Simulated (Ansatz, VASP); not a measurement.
# Li (Lithium): VASP beside Ansatz

One calculation is typed for both programs; each brings its own data sets. How far apart do they land? The cell is taken from a series of VASP runs on this material, whose earlier steps may have relaxed, scaled or displaced it; both programs get it as it stands. Valence electrons are named where the data sets of a main pair hold unlike numbers.

Method: plane waves, with VASP 6.6.1 beside it; band structure at LDA, in Ansatz 0.2.0.

## 1. Set-up

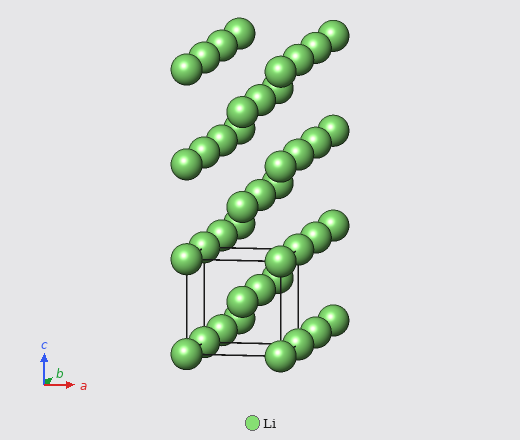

The cell as given, slightly off an axis (lithium green). 1×3×3 cells are drawn. This picture shows the conventional cell, with its axes. Some periodic images of atoms are drawn too.

As a file:

```cif
data_structure
_symmetry_space_group_name_H-M 'Im-3m'
_symmetry_Int_Tables_number 229
_cell_length_a 3.4131
_cell_length_b 3.4131
_cell_length_c 3.4131
_cell_angle_alpha 90.000
_cell_angle_beta 90.000
_cell_angle_gamma 90.000
_cell_volume 39.76
loop_
_atom_site_label
_atom_site_type_symbol
_atom_site_symmetry_multiplicity
_atom_site_Wyckoff_symbol
_atom_site_fract_x
_atom_site_fract_y
_atom_site_fract_z
_atom_site_occupancy
Li1 Li 2 a 0.00000 0.00000 0.00000 1
```

## 2. VASP: band structure, LDA

A single point gives forces, pressure and levels at one fixed geometry, so differences don't come from the geometry; what else differs is listed under the comparison.

Lines of VASP's logs that name or quote its potential files are left out, and so is its time.

INCAR

```
SYSTEM = Li
PREC = Accurate
ENCUT = 650
EDIFF = 1E-06
NELM = 100
ISMEAR = -1
SIGMA = 0.05
LREAL = .FALSE.
ALGO = Normal
GGA = CA
NBANDS = 12
LORBIT = 11
LWAVE = .FALSE.
LCHARG = .FALSE.
KPAR = 2
```

POSCAR

```
Li
1.0
   -1.7065529839      1.7065529839      1.7065529839
    1.7065529839     -1.7065529839      1.7065529839
    1.7065529839      1.7065529839     -1.7065529839
Li
1
Direct
    0.0000000000      0.0000000000      0.0000000000
```

KPOINTS

```
Automatic mesh
0
Gamma
11 11 11
0 0 0
```

KPOINTS_OPT

```
Line mode
16
Line-mode
Reciprocal
  0.00000000   0.00000000   0.00000000 GAMMA
  0.50000000  -0.50000000   0.50000000 H

  0.50000000  -0.50000000   0.50000000 H
  0.00000000   0.00000000   0.50000000 N

  0.00000000   0.00000000   0.50000000 N
  0.00000000   0.00000000   0.00000000 GAMMA

  0.00000000   0.00000000   0.00000000 GAMMA
  0.25000000   0.25000000   0.25000000 P

  0.25000000   0.25000000   0.25000000 P
  0.50000000  -0.50000000   0.50000000 H

  0.25000000   0.25000000   0.25000000 P
  0.00000000   0.00000000   0.50000000 N
```

PAW data sets: Li_sv (LDA family, release 64).

The run is started by

```
$ mpirun -np 2 vasp_std
```

Output:

```text
[banner, memory and clock lines left out]
running    2 mpi-ranks, on    1 nodes
 distrk:  each k-point on    1 cores,    2 groups
 distr:  one band on    1 cores,    1 groups

 POSCAR found type information on POSCAR Li
 POSCAR found :  1 types and       1 ions
 LDA part: xc-table for (Slater(with rela. corr.)+CA(PZ))
 , standard interpolation
 POSCAR, INCAR and KPOINTS ok, starting setup
 FFT: planning ... GRIDC
 FFT: planning ... GRID_SOFT
 FFT: planning ... GRID
 WAVECAR not read
 entering main loop
       N       E                     dE             d eps       ncg     rms          rms(c)
DAV:   1     0.286601604192E+01    0.28660E+01   -0.75020E+02  1352   0.197E+02
DAV:   2    -0.189557592244E+01   -0.47616E+01   -0.45365E+01  1708   0.454E+01
DAV:   3    -0.204674519346E+01   -0.15117E+00   -0.15096E+00  1752   0.624E+00
DAV:   4    -0.204905501914E+01   -0.23098E-02   -0.23098E-02  1540   0.695E-01
DAV:   5    -0.204909989327E+01   -0.44874E-04   -0.44874E-04  1720   0.731E-02    0.215E-01
DAV:   6    -0.204816965440E+01    0.93024E-03   -0.36326E-04  2064   0.535E-02    0.120E-01
DAV:   7    -0.204772428655E+01    0.44537E-03   -0.74629E-04  2160   0.784E-02    0.293E-02
DAV:   8    -0.204772704832E+01   -0.27618E-05   -0.11880E-05  1592   0.202E-02    0.796E-04
DAV:   9    -0.204772709533E+01   -0.47011E-07   -0.33182E-07  1300   0.351E-03
   1 F= -.20477271E+01 E0= -.20458090E+01  d E =-.383619E-02
 Start KPOINTS_OPT (optional k-point list driver)
k-point batch [1-56\96]
       N       E                     dE             ncg
DAV:   1    -0.479351798187E+04   -0.96964E+04     1344
DAV:   2    -0.501820013794E+04   -0.22468E+03     1808
DAV:   3    -0.502419305210E+04   -0.59929E+01     1728
DAV:   4    -0.502426687494E+04   -0.73823E-01     1544
DAV:   5    -0.502426833532E+04   -0.14604E-02     1720
DAV:   6    -0.502426836408E+04   -0.28756E-04     1524
DAV:   7    -0.502426836460E+04   -0.51672E-06     1380
k-point batch [57-96\96]
       N       E                     dE             ncg
DAV:   1    -0.310353690005E+04   -0.87877E+04      968
DAV:   2    -0.325072962616E+04   -0.14719E+03     1336
DAV:   3    -0.325282986839E+04   -0.21002E+01     1308
DAV:   4    -0.325284334150E+04   -0.13473E-01     1164
DAV:   5    -0.325284347475E+04   -0.13325E-03     1212
DAV:   6    -0.325284347669E+04   -0.19426E-05     1208
DAV:   7    -0.325284347672E+04   -0.30362E-07     1132
```

From OUTCAR (step 2):

```text
ion  position               nearest neighbor table
   1  0.000  0.000  0.000-

  LATTYP: Found a body centered cubic cell.
 ALAT       =     3.4131059678

 Subroutine GETGRP returns: Found 48 space group operations
 (whereof 48 operations were pure point group operations)

The static configuration has the point symmetry O_h .

 Found     56 irreducible k-points:

   k-points           NKPTS =     56   k-points in BZ     NKDIM =     56   number of bands    NBANDS=     12

   dimension x,y,z NGX =    28 NGY =   28 NGZ =   28
   dimension x,y,z NGXF=    56 NGYF=   56 NGZF=   56

   ENCUT  =  650.0 eV  47.77 Ry    6.91 a.u.   6.14  6.14  6.14*2*pi/ulx,y,z

   NELECT =       3.0000    total number of electrons

 k-points in reciprocal lattice and weights: Automatic mesh
   0.00000000  0.00000000  0.00000000       0.001
   0.09090909  0.00000000  0.00000000       0.009
   0.18181818  0.00000000  0.00000000       0.009
   0.27272727  0.00000000  0.00000000       0.009
   0.36363636  0.00000000  0.00000000       0.009
   0.45454545  0.00000000  0.00000000       0.009
   0.09090909  0.09090909  0.00000000       0.018
   0.18181818  0.09090909  0.00000000       0.036
   0.27272727  0.09090909  0.00000000       0.036
[...]
-0.45454545 -0.45454545  0.36363636       0.006
  -0.45454545  0.45454545  0.45454545       0.005

 average (electrostatic) potential at core
       1 -67.7953

 E-fermi :   0.6770

 k-point     1 :       0.0000    0.0000    0.0000
  band No.  band energies     occupation
      1     -44.9377      2.00000
      2      -2.8683      2.00000
      3      15.1995      0.00000
      4      15.1995      0.00000
      5      15.1995      0.00000
      6      20.2603      0.00000
      7      20.2603      0.00000
    ...

 k-point     2 :       0.0909    0.0000    0.0000
  band No.  band energies     occupation
      1     -44.9357      2.00000
      2      -2.7125      2.00000
      3      14.1845      0.00000
      4      14.5010      0.00000
      5      14.9439      0.00000
      6      18.5336      0.00000
      7      18.7331      0.00000
    ...

 k-point     3 :       0.1818    0.0000    0.0000
  band No.  band energies     occupation
      1     -44.9307      2.00000
      2      -2.2471      2.00000
      3      11.5856      0.00000
      4      13.2671      0.00000
      5      14.2794      0.00000
      6      17.0774      0.00000
      7      17.6529      0.00000
    ...

  Total       -0.1032134     -0.1032134     -0.1032134     -0.0000000     -0.0000000     -0.0000000
  in kB       -8.3181650     -8.3181650     -8.3181650     -0.0000000     -0.0000000     -0.0000000
  external PRESSURE =      -8.3181650 kB  Pullay stress =       0.0000000 kB

  energy-cutoff  :      650.00
  volume of cell :       19.88
      direct lattice vectors                 reciprocal lattice vectors
    -1.706552984  1.706552984  1.706552984     0.000000000  0.292988266  0.292988266
     1.706552984 -1.706552984  1.706552984     0.292988266  0.000000000  0.292988266
     1.706552984  1.706552984 -1.706552984     0.292988266  0.292988266  0.000000000

 POSITION                                       TOTAL-FORCE (eV/Angst)
 -----------------------------------------------------------------------------------
      0.00000      0.00000      0.00000         0.000000      0.000000     -0.000000
 -----------------------------------------------------------------------------------
    total drift:                               -0.000000     -0.000000     -0.000000

  FREE ENERGIE OF THE ION-ELECTRON SYSTEM (eV)
  ---------------------------------------------------
  free  energy   TOTEN  =        -2.0477270953 eV

  energy  without entropy=       -2.0438909008  energy(sigma->0) =       -2.04580900

 total charge
# of ion       s       p       d       tot
------------------------------------------
    1        2.033   0.050   0.000   2.083

[... 3 further parts left out ...]
```

This run has no spin polarisation. Its electron count is odd, so without a moment it is a metal by construction. The k-mesh is coarse for a metal.

## 3. Ansatz: band structure, LDA

Ansatz runs on its default PAW (the set named soft_2) files.

The same cell, functional (in two slightly different forms), mesh and smearing now go to Ansatz, which takes its cutoff from its data sets.

input.yaml

```yaml
crystal:
  lattice:
    - [-1.7065529839, 1.7065529839, 1.7065529839]
    - [1.7065529839, -1.7065529839, 1.7065529839]
    - [1.7065529839, 1.7065529839, -1.7065529839]
  atoms:
    - { symbol: Li, position: [0.0, 0.0, 0.0] }
hamiltonian:
  xc: lda
  pseudopotentials: { kind: paw }
kpoints:
  mp_grid: { grid: [11, 11, 11] }
  band_path:
    path:
      - [0.0, 0.0, 0.0]
      - [0.1, -0.1, 0.1]
      - [0.2, -0.2, 0.2]
      - [0.3, -0.3, 0.3]
      - [0.43333, -0.43333, 0.43333]
      - [0.5, -0.5, 0.5]
      - [0.4, -0.4, 0.5]
      - [0.3, -0.3, 0.5]
      - [0.16667, -0.16667, 0.5]
      - [0.06667, -0.06667, 0.5]
      - [0.0, 0.0, 0.5]
      - [0.0, 0.0, 0.36667]
      - [0.0, 0.0, 0.26667]
      - [0.0, 0.0, 0.16667]
      - [0.0, 0.0, 0.06667]
      - [0.01667, 0.01667, 0.01667]
      - [0.06667, 0.06667, 0.06667]
      - [0.11667, 0.11667, 0.11667]
      - [0.16667, 0.16667, 0.16667]
      - [0.23333, 0.23333, 0.23333]
      - [0.26667, 0.2, 0.26667]
      - [0.31667, 0.05, 0.31667]
      - [0.38333, -0.15, 0.38333]
      - [0.43333, -0.3, 0.43333]
      - [0.48333, -0.45, 0.48333]
      - [0.23333, 0.23333, 0.26667]
      - [0.16667, 0.16667, 0.33333]
      - [0.11667, 0.11667, 0.38333]
      - [0.06667, 0.06667, 0.43333]
      - [0.0, 0.0, 0.5]
    npoints: 1
scf:
  occupations: { method: fermi_dirac, width: 0.05 }
  n_extra_bands: 6
output:
  forces: true
  stress: true
  eigenvalues: true
```

The run is started by

```
$ ansatz run input.yaml --threads 2 --pin off --max-ram 4608MiB --backend cpu --events-out ev --progress --plain --runs-dir out
```

Output:

```text
scf.n_extra_bands = 6 over 2 filled bands (N_el = 3.0): the run solves 8 bands
Engine: ansatz 0.2.0, aarch64-unknown-linux-gnu
Pseudopotentials: kind: paw
Pseudopotential: Li, paw, valence charge 3, recommended cutoff 420 eV (normal), Li.paw.azcp
Functional definition: SPW92
  exchange = slater_x
  correlation = pw_c
Crystal: 1 atoms, lattice volume = 19.880 Å³
Basis set: ecut = 420 eV, 381 PW (Γ)
Bands: 8, of which v1, the nominal top of the filled ones, is band 2 counted from 1 (1 counted from 0)
Symmetry: 48 space group operations
Space group: Im-3m (ITA 229), of the structure as read, at distance tolerance 2.7e-5 Å
k-points: 56 of 1331
Non-local potential: Li, projectors of the file, l = 0: 3, l = 1: 2, l = 2: 1
PAW form: soft (Blöchl's): semilocal exchange-correlation on the pseudo side does not see the compensation charge
PAW one-centre angular grid: Li, 110 points (default); XC on 64 Gauss nodes
Initial density: superposition of atomic densities (neutral atoms: chi_scale 0, normalization atom), corrected by the library's trained network
Initial wavefunctions: pseudopotential atomic-orbital guess
Functional: x = slater, c = lda
SCF iter   1: F=—  HF=-201.647765 eV  |F-HF|=—  |Δ(HF+E_count)|=         —  Δρ=4.42e-3  dr2=1.04e-3  ethr=1.77e-3  ⟨swp⟩=3.8  Hψ=2935  notcnv=0  defer=17
preconditioner: auto → none  [insulator: Δε(μ)=0.198 eV  Ē_g=13.836 eV  σ=0.050 eV  W_gap=0.59  n_scr=0 (ndim 8)  ℏωp=8.3 eV  f_vac=0.000  D(μ)=0.49/eV (n_scr^D=0)  ε∞_Penn≈1.4]
SCF iter   2: F=—  HF=-201.644095 eV  |F-HF|=—  |Δ(HF+E_count)|=   3.67e-3  Δρ=1.72e-3  dr2=1.57e-4  ethr=3.48e-5  ⟨swp⟩=2.0  Hψ=1217  notcnv=0  defer=41
SCF iter   3: F=—  HF=-201.643480 eV  |F-HF|=—  |Δ(HF+E_count)|=   6.15e-4  Δρ=6.84e-5  dr2=1.12e-6  ethr=5.23e-6  ⟨swp⟩=2.0  Hψ=636  notcnv=0  defer=41
SCF iter   4: F=—  HF=-201.643481 eV  |F-HF|=—  |Δ(HF+E_count)|=   5.13e-7  Δρ=3.77e-6  dr2=2.98e-9  ethr=3.72e-8  ⟨swp⟩=1.0  Hψ=370  notcnv=0  defer=41
iter 5 did not close the SCF: its close was put off for the readings that it lacked (scf_convergence_deferred on its scf_iter line)
SCF iter   5: F=-201.643481 eV  HF=-201.643481 eV  |F-HF|=1.36e-12  |Δ(HF+E_count)|=   1.45e-9  Δρ=9.53e-8  dr2=9.48e-13  ethr=9.93e-11  ⟨swp⟩=1.4  Hψ=394  notcnv=0  defer=41
SCF iter   6: F=-201.643481 eV  HF=-201.643481 eV  |F-HF|=5.68e-14  |Δ(HF+E_count)|=  8.81e-13  Δρ=3.92e-9  dr2=1.03e-15  ethr=1.00e-12  ⟨swp⟩=3.8  Hψ=1742  notcnv=0
SCF 1 converged in 6 iterations: F = -201.643481 eV  dr2 = 1.03e-15
  greatest PAW one-centre occupation: 1.000 electrons in one spin orbital (limit 2), on the Li atom at site 0 (counted from 0), in its partial waves of l = 0
NSCF: frozen V_eff on 30 k-points
SCF converged after 6 iterations
Free energy (F): -201.643481 eV
Harris-Foulkes:  -201.643481 eV  (|F-HF|=5.68e-14)
Internal energy: -201.639654 eV  (E = F + TS)
E sigma→0 (E₀):  -201.641567 eV
Entropy (-TS):   -0.003827 eV (-3.827 meV/atom)
Fermi energy:    0.984101 eV
--- Per-component energies (eV) ---
  E_band       = -89.579563
  E_kinetic    = 21.220515
  E_local      = -131.169648  (includes V_loc(G=0)·N_el)
  E_nonlocal   = -33.081420
  E_hartree    = 38.810339
  E_xc         = -9.861775
  E_vxc        = -12.850827  (∫ρ·V_xc dr)
  E_paw        = -18.466207  (= ΣΔE_a)
  E_vpaw       = -11.318878  (= ΣTr[D̂ρ^β])
  E_aug_tail   = 0.000017  (compensation charges beyond the density's cutoff)
  E_ewald      = -69.091474
  E_smearing   = -0.003827  (= −TS)
  E_closure    = 0.000000  (closes the sum)
  Σ components = -201.643481   (vs F -201.643481, Δ=0.00e0)
--- Forces (eV/Å), atoms counted from 1 ---
  atom   1  Li     0.00000000     0.00000000    -0.00000000
  max |Σ_I F_I| component: 1.31e-32 eV/Å
--- Stress (GPa, compression-positive) ---
       -0.638146      -0.000000      -0.000000
       -0.000000      -0.638146      -0.000000
        0.000000       0.000000      -0.638146
  P = ⅓ Tr σ = -0.6381 GPa (-6.381 kbar)
--- Band table (eV; the first three rows and the last of 56) ---
  k-point 0: bands = ["-44.6093", "-2.5637", "15.5012", "15.5012", "15.5012", "20.5624", "20.5624", "20.5624"]
  k-point 1: bands = ["-44.6075", "-2.4088", "14.4893", "14.8039", "15.2461", "18.8393", "19.0377", "20.6301"]
  k-point 2: bands = ["-44.6025", "-1.9436", "11.8926", "13.5713", "14.5829", "17.3834", "17.9630", "20.4676"]
  k-point 55: bands = ["-44.5709", "5.4952", "6.5683", "6.5683", "9.0066", "10.0213", "14.7725", "28.8691"]
```

Wall time 0.41 s (2 threads of Arm Neoverse V2, shared host); peak memory 0.22 GiB.

## 4. Comparison

Known differences besides the potentials themselves: the two LDA forms differ slightly; the cutoff is 420 eV in Ansatz and 650 eV in VASP; VASP's log shows a relativistic correction to its local exchange, Ansatz's none. Total energies have different zeros and are not compared.

Both answers:

```
      quantity  Ansatz   VASP  difference
pressure (GPa)   -0.64  -0.83       +0.19
```

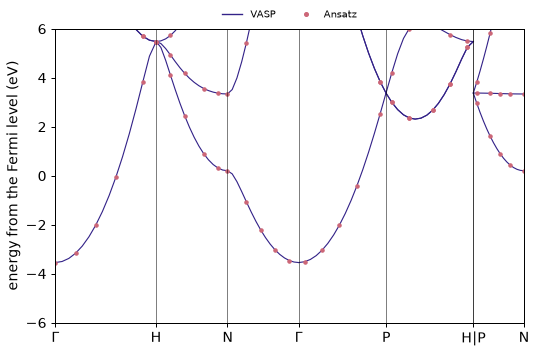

Bands from VASP (lines) and levels from Ansatz (dots). Dots without a line are higher empty bands that the VASP plot leaves out.

Levels from 3 eV below to 2 eV above the Fermi level differ by 2 meV r.m.s. and 3 meV at most; each VASP level is matched to the nearest of Ansatz, which flatters the figure a little.

## 5. Summary of results

```json
{"r.m.s. difference of levels near the Fermi level (band structure, LDA)": "2.0 meV"}
```

In words: The r.m.s. difference of levels near the Fermi level is 2.0 meV (band structure, LDA), within the 80 meV picked in this series as the mark of a large difference. How closely two codes agree says nothing of how well the functional describes the real material.

[Lines on the potential files, build, host, timing and source positions are cut from VASP's logs without a mark.]

[Logs are printed without paths, hosts, clocks, repeated set-up lines and the standing remarks that a program may print on its own settings, such as how far it seeks lower states.]

[Hosts, paths, dates, database ids (printed as entryN), source tags and the programs' standing remarks are cut or masked in the printed files.]
